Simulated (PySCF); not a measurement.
**CH3BF2S (methylthiodifluoroborane): levels of theory compared**

Wanted: a comparison of 6 runs (HF/STO-3G, HF/3-21G, B3LYP/6-31G*, CAM-B3LYP/6-31G*, PBE0/def2-SVP, MP2/pcseg-1) of CH3BF2S (methylthiodifluoroborane). The job is set up through a Python script.

The calculation is run with PySCF 2.14.0.

**1. Starting point**

CH3BF2S: 8 atoms, total charge 0, spin state singlet. SMILES: `CSB(F)F`. Geometry: relaxed at PBE0-D4/def2-TZVP.

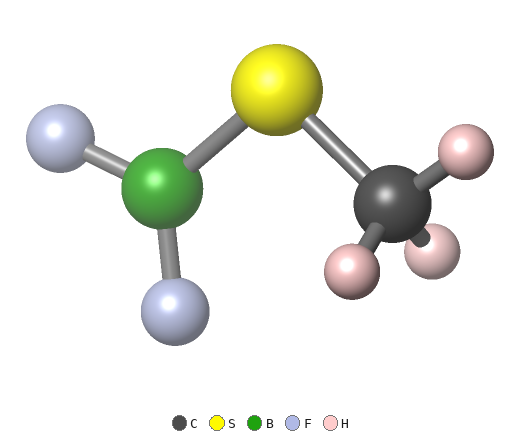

The structure, seen from a chosen angle (carbon dark grey, sulfur yellow, boron green, fluorine light blue, hydrogen pink).

**2. Energy and forces at HF/STO-3G (run 1)**

calc.py reads:

```python
import pyscf.grad
from pyscf import gto

molecule = gto.M(
    atom=[
    ('C', (-0.803300, 0.136900, 0.921900)),
    ('S', (0.719300, -0.779600, 0.569900)),
    ('B', (1.068100, -0.245300, -1.103500)),
    ('F', (2.133800, -0.711800, -1.727700)),
    ('F', (0.295400, 0.609600, -1.753200)),
    ('H', (-0.637500, 1.209000, 0.840300)),
    ('H', (-1.080700, -0.107300, 1.946100)),
    ('H', (-1.603000, -0.168600, 0.250500)),
],
    basis='sto-3g',
    spin=0,
    max_memory=1860,
    verbose=4,
)

myscf = molecule.RHF()
myscf.conv_tol = 1e-10
myscf.kernel()
if not myscf.converged:
    myscf = myscf.newton().run(myscf.mo_coeff, myscf.mo_occ)

etot = myscf.e_tot
print('E = %.10f Eh' % etot)
grad = myscf.Gradients().kernel()
myscf.analyze()
```

The run is started by

```bash
OMP_NUM_THREADS=1 python calc.py
```

The log of the run:

```text
PySCF version 2.14.0

[... 75 lines left out ...]
Nuclear Repulsion Energy =             215.660155751681287
[... 3 lines left out ...]
DFT Exchange-Correlation Energy =      -55.966572223249329
[... 5 lines left out ...]
MO #4   energy= -11.0537071318606  occ= 2
[... 3 lines left out ...]
MO #8   energy= -6.27845185333438  occ= 2
[... 3 lines left out ...]
MO #12  energy= -0.985935911590084 occ= 2
[... 3 lines left out ...]
MO #16  energy= -0.584365156475647 occ= 2
[... 3 lines left out ...]
MO #20  energy= -0.471173471014601 occ= 2
[... 3 lines left out ...]
MO #24  energy= -0.275649401944704 occ= 2
[... 3 lines left out ...]
MO #28  energy= 0.688106245872277  occ= 0
[... 3 lines left out ...]
MO #32  energy= 0.806102933242595  occ= 0
[... 4 lines left out ...]
pop of  0 C 2px           1.01232
pop of  0 C 2py           1.03736
pop of  0 C 2pz           1.05888
pop of  1 S 1s            2.00000
pop of  1 S 2s            1.99965
pop of  1 S 3s            1.74719
pop of  1 S 2px           1.99941
pop of  1 S 2py           1.99967
pop of  1 S 2pz           1.99929
pop of  1 S 3px           1.26109
pop of  1 S 3py           1.60823
pop of  1 S 3pz           1.28689
pop of  2 B 1s            1.99959
pop of  2 B 2s            0.88531
pop of  2 B 2px           0.61871
pop of  2 B 2py           0.58056
pop of  2 B 2pz           0.76237
pop of  3 F 1s            1.99994
pop of  3 F 2s            1.82518
pop of  3 F 2px           1.63793
pop of  3 F 2py           1.81684
pop of  3 F 2pz           1.82177
pop of  4 F 1s            1.99994
pop of  4 F 2s            1.82668
pop of  4 F 2px           1.76474
pop of  4 F 2py           1.70010
pop of  4 F 2pz           1.81372
pop of  5 H 1s            0.95991
pop of  6 H 1s            0.95519
pop of  7 H 1s            0.96014
 ** Mulliken atomic charges  **
charge of    0C =     -0.16997
charge of    1S =      0.09859
charge of    2B =      0.15346
charge of    3F =     -0.10167
charge of    4F =     -0.10518
charge of    5H =      0.04009
charge of    6H =      0.04481
charge of    7H =      0.03986
Dipole moment(X, Y, Z, Debye): -0.86214,  0.43700,  0.37807
```

Run time: 4.5 s. Hardware: 1 thread of Intel Xeon at 2.50GHz (Skylake/Cascade Lake), shared host; peak memory 0.12 GiB.

**3. Energy and gradient at HF/3-21G (run 2)**

input.py reads:

```python
from pyscf import gto, scf

mol = gto.M(
    atom='''
C     -1.518017     0.258704     1.742139
S      1.359280    -1.473230     1.076955
B      2.018416    -0.463550    -2.085313
F      4.032298    -1.345107    -3.264880
F      0.558225     1.151977    -3.313068
H     -1.204700     2.284679     1.587937
H     -2.042227    -0.202768     3.677596
H     -3.029231    -0.318608     0.473376
''',
    unit='bohr',
    max_memory=1860,
    basis='3-21g',
    verbose=4,
)

calc0 = scf.RHF(mol)
calc0.conv_tol = 1e-10
calc0.kernel()
if not calc0.converged:
    calc0 = calc0.newton().run(calc0.mo_coeff, calc0.mo_occ)

energy = calc0.e_tot
print('E(%s) = %.9f' % ('HF', energy))
grad = calc0.nuc_grad_method().kernel()
dip = calc0.dip_moment()
pop, q = calc0.mulliken_pop()
```

The run is started by

```bash
OMP_NUM_THREADS=1 python input.py
```

The log of the run:

```text
PySCF version 2.14.0

[... 62 lines left out ...]
converged SCF energy = -657.470351106196
[... 12 lines left out ...]
Dipole moment(X, Y, Z, Debye): -1.88678,  0.94099,  0.85602
[... 25 lines left out ...]
pop of  2 B 3s            0.20474
pop of  2 B 2px           0.35088
pop of  2 B 2py           0.28974
pop of  2 B 2pz           0.47939
pop of  2 B 3px           0.08051
pop of  2 B 3py           0.14373
pop of  2 B 3pz           0.16301
pop of  3 F 1s            1.98506
pop of  3 F 2s            0.44530
pop of  3 F 3s            1.52928
pop of  3 F 2px           0.78416
pop of  3 F 2py           0.84436
pop of  3 F 2pz           0.84173
pop of  3 F 3px           0.94713
pop of  3 F 3py           1.00900
pop of  3 F 3pz           0.98634
pop of  4 F 1s            1.98506
pop of  4 F 2s            0.44496
pop of  4 F 3s            1.53023
pop of  4 F 2px           0.82700
pop of  4 F 2py           0.80438
pop of  4 F 2pz           0.83816
pop of  4 F 3px           0.98792
pop of  4 F 3py           0.97568
pop of  4 F 3pz           0.98574
pop of  5 H 1s            0.46421
pop of  5 H 2s            0.27797
pop of  6 H 1s            0.46171
pop of  6 H 2s            0.27029
pop of  7 H 1s            0.46423
pop of  7 H 2s            0.27821
 ** Mulliken atomic charges  **
charge of    0C =     -0.89577
charge of    1S =     -0.01184
charge of    2B =      0.87571
charge of    3F =     -0.37236
charge of    4F =     -0.37913
charge of    5H =      0.25782
charge of    6H =      0.26801
charge of    7H =      0.25756
```

It took 4.2 s on 1 thread of Intel Xeon at 2.50GHz (Skylake/Cascade Lake), shared host; peak memory 0.12 GiB.

**4. Energy and forces at B3LYP/6-31G(d) (spherical functions) (run 3)**

calc.py reads:

```python
from pyscf import gto, dft

system = gto.M(
    atom=[
    ('C', (-0.803300, 0.136900, 0.921900)),
    ('S', (0.719300, -0.779600, 0.569900)),
    ('B', (1.068100, -0.245300, -1.103500)),
    ('F', (2.133800, -0.711800, -1.727700)),
    ('F', (0.295400, 0.609600, -1.753200)),
    ('H', (-0.637500, 1.209000, 0.840300)),
    ('H', (-1.080700, -0.107300, 1.946100)),
    ('H', (-1.603000, -0.168600, 0.250500)),
],
    basis='6-31g*',
    verbose=3,
    charge=0,
    max_memory=1860,
)

ks = dft.RKS(system)
ks.xc = 'b3lyp'
ks.conv_tol = 1e-10
ks.grids.level = 5
ks.kernel()
if not ks.converged:
    ks = ks.newton().run(ks.mo_coeff, ks.mo_occ)

etot = ks.e_tot
print('E = %.10f Eh' % etot)
grad = ks.nuc_grad_method().kernel()
ks.analyze()
```

The run is started by

```bash
OMP_NUM_THREADS=1 python calc.py
```

The log of the run:

```text
converged SCF energy = -662.777436692419
[... 12 lines left out ...]
MO #3   energy= -24.7074871229783  occ= 2
[... 6 lines left out ...]
MO #10  energy= -1.23541464782316  occ= 2
[... 6 lines left out ...]
MO #17  energy= -0.489134197438772 occ= 2
[... 6 lines left out ...]
MO #24  energy= -0.267115022579222 occ= 2
[... 6 lines left out ...]
MO #31  energy= 0.189905398196107  occ= 0
[... 6 lines left out ...]
MO #38  energy= 0.489293130412692  occ= 0
[... 6 lines left out ...]
MO #45  energy= 0.832161504205449  occ= 0
[... 6 lines left out ...]
MO #52  energy= 1.13365851403795   occ= 0
[... 6 lines left out ...]
MO #59  energy= 1.36588542729755   occ= 0
[... 6 lines left out ...]
MO #66  energy= 1.82336478446937   occ= 0
[... 6 lines left out ...]
MO #73  energy= 2.21693723749997   occ= 0
[... 6 lines left out ...]
MO #80  energy= 3.27021146823162   occ= 0
[... 9 lines left out ...]
Dipole moment(X, Y, Z, Debye): -1.59299,  0.73298,  0.85093
```

Run time: 62 s. Hardware: 1 thread of Intel Xeon at 2.50GHz (Skylake/Cascade Lake), shared host; peak memory 0.79 GiB.

Runs 4 to 5 aren't shown in full; the table further down has their settings and results.

**5. Energy and forces at MP2/pcseg-1 (run 6)**

calc.py reads:

```python
import pyscf.grad
from pyscf import gto, scf, mp

mol = gto.M(
    atom='''
C   -0.803300   0.136900   0.921900
S    0.719300  -0.779600   0.569900
B    1.068100  -0.245300  -1.103500
F    2.133800  -0.711800  -1.727700
F    0.295400   0.609600  -1.753200
H   -0.637500   1.209000   0.840300
H   -1.080700  -0.107300   1.946100
H   -1.603000  -0.168600   0.250500
''',
    verbose=4,
    spin=0,
    max_memory=1860,
    basis='pcseg-1',
)

hf = scf.RHF(mol)
hf.conv_tol = 1e-10
hf.kernel()
if not hf.converged:
    hf = hf.newton().run(hf.mo_coeff, hf.mo_occ)

pt = mp.MP2(hf, frozen=9).run()
e_final = pt.e_tot
print('Final energy', e_final)
grad = pt.Gradients().kernel()
hf.analyze()
```

The run is started by

```bash
OMP_NUM_THREADS=1 python calc.py
```

The log of the run:

```text
PySCF version 2.14.0

[... 87 lines left out ...]
Two-electron Coulomb Energy =          522.339880038747765
[... 10 lines left out ...]
MO #8   energy= -6.64488570601263  occ= 2
[... 8 lines left out ...]
MO #17  energy= -0.730240577436028 occ= 2
[... 8 lines left out ...]
MO #26  energy= 0.142786683150471  occ= 0
[... 8 lines left out ...]
MO #35  energy= 0.450198844162327  occ= 0
[... 8 lines left out ...]
MO #44  energy= 0.85315174576861   occ= 0
[... 8 lines left out ...]
MO #53  energy= 1.29266875483831   occ= 0
[... 8 lines left out ...]
MO #62  energy= 1.78149471963023   occ= 0
[... 8 lines left out ...]
MO #71  energy= 2.33536236096509   occ= 0
[... 8 lines left out ...]
MO #80  energy= 2.97647690116594   occ= 0
[... 8 lines left out ...]
MO #89  energy= 3.87694174911098   occ= 0
[... 61 lines left out ...]
pop of  3 F 3dx2-y2       0.00203
pop of  4 F 1s            1.99999
pop of  4 F 2s            1.77774
pop of  4 F 3s            0.00180
pop of  4 F 2px           1.85526
pop of  4 F 2py           1.82312
pop of  4 F 2pz           1.87946
pop of  4 F 3px           0.00183
pop of  4 F 3py           0.00122
pop of  4 F 3pz           0.00302
pop of  4 F 3dxy          0.00260
pop of  4 F 3dyz          0.00207
pop of  4 F 3dz^2         0.00093
pop of  4 F 3dxz          0.00183
pop of  4 F 3dx2-y2       0.00119
pop of  5 H 1s            0.88203
pop of  5 H 2s            0.01195
pop of  5 H 2px           0.00009
pop of  5 H 2py           0.00171
pop of  5 H 2pz           0.00006
pop of  6 H 1s            0.87536
pop of  6 H 2s            0.01138
pop of  6 H 2px           0.00020
pop of  6 H 2py           0.00010
pop of  6 H 2pz           0.00149
pop of  7 H 1s            0.88229
pop of  7 H 2s            0.01193
pop of  7 H 2px           0.00103
pop of  7 H 2py           0.00016
pop of  7 H 2pz           0.00066
 ** Mulliken atomic charges  **
charge of    0C =     -0.28762
charge of    1S =      0.00452
charge of    2B =      0.66226
charge of    3F =     -0.34663
charge of    4F =     -0.35209
charge of    5H =      0.10416
charge of    6H =      0.11147
charge of    7H =      0.10392
Dipole moment(X, Y, Z, Debye): -1.77887,  0.72361,  1.15488
```

It took 33 s on 1 thread of Intel Xeon at 2.50GHz (Skylake/Cascade Lake), shared host; peak memory 0.57 GiB.

**6. The series**

| run | level | integration grid | frozen core orbitals | energy (Eh) | dipole moment (D) of the reference | HOMO energy (eV) | LUMO energy (eV) | wall time |
| --- | --- | --- | --- | --- | --- | --- | --- | --- |
| 1 | HF/STO-3G | – | – | -652.933058 | 1.04 | -7.50 | 8.79 | 4.5 s |
| 2 | HF/3-21G | – | – | -657.470351 | 2.28 | -10.74 | 4.37 | 4.2 s |
| 3 | B3LYP/6-31G* (spherical functions) | 5 | – | -662.777437 | 1.95 | -7.27 | 0.52 | 62 s |
| 4 | CAM-B3LYP/6-31G* (spherical functions) | 5 | – | -662.680843 | 1.95 | -8.84 | 1.94 | 1.7 min |
| 5 | PBE0/def2-SVP | 5 | – | -662.051773 | 2.09 | -7.64 | 0.52 | 55 s |
| 6 | MP2/pcseg-1 | – | 9 | -661.465663 | 2.24 | -10.65 | 3.80 | 33 s |

**7. Results**

| quantity | value |
| --- | --- |
| run 6: total energy | -661.46566 Eh |
| run 6: dipole moment (Hartree–Fock density) | 2.24 D |
| run 6: HOMO energy (Hartree–Fock orbitals) | -10.65 eV |
| run 6: LUMO energy (Hartree–Fock orbitals) | 3.80 eV |
| run 6: HOMO–LUMO gap (Hartree–Fock orbitals) | 14.45 eV |
| run 6: correlation energy (9 core orbitals frozen) | -712.5 mEh |
| run 6: largest force on an atom | 0.625 eV/Å |

Over runs 1, 2, 3, 4, 5 the dipole moment (its size) runs from 1.04 D (HF/STO-3G) to 2.28 D (HF/3-21G). Over runs 1, 2, 3, 4, 5 the HOMO–LUMO gap runs from 7.79 eV (B3LYP/6-31G*) to 16.29 eV (HF/STO-3G). The two ends differ in method and basis. Totals of different functionals can't be ranked against each other. In run 1 the basis is minimal, so the values are rough. All runs together took 4.3 min, the longest 1.7 min.
